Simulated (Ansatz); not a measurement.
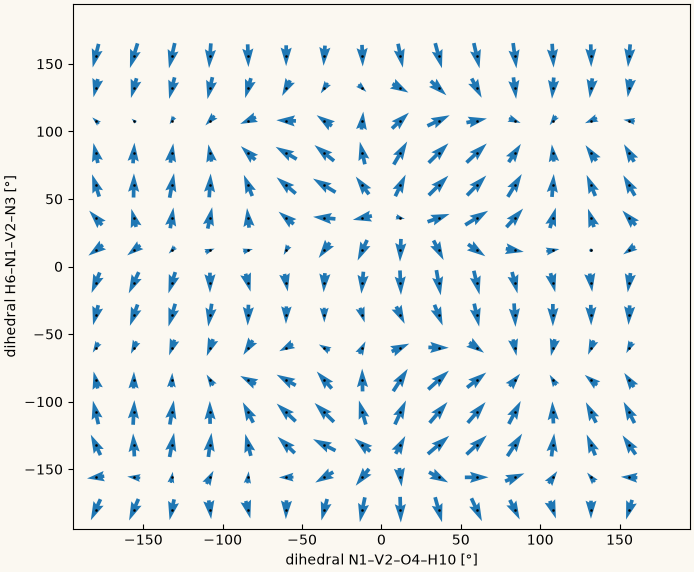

H5N2OSV, SMILES [NH2][V]([NH2])([OH])=[S]. 
- Coordinates scanned: (1) dihedral N1–V2–O4–H10; (2) dihedral H6–N1–V2–N3.
- Nothing is relaxed (all other coordinates rigid).
- Grid: 15 × 15 points.
- Points are written as (first, second).
- The calculation used RKS PBE0-D4/def2-SVP (Ansatz).

Drawn: dots at the grid points, arrows along the force (downhill), their lengths compressed.

Q: The arrows alone are given. Where are the wells?

A: The arrows converge at about (100°, 105°); about (95°, −75°) (3.0 kJ/mol up) (read from the interpolated surface).

The energy map of the same scan:

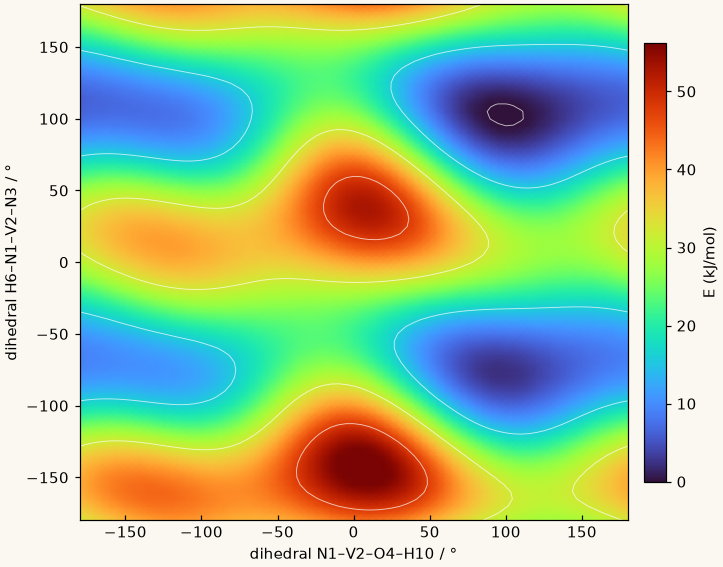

Energies are in kJ/mol, from the lowest grid point; between grid points the surface is interpolated.
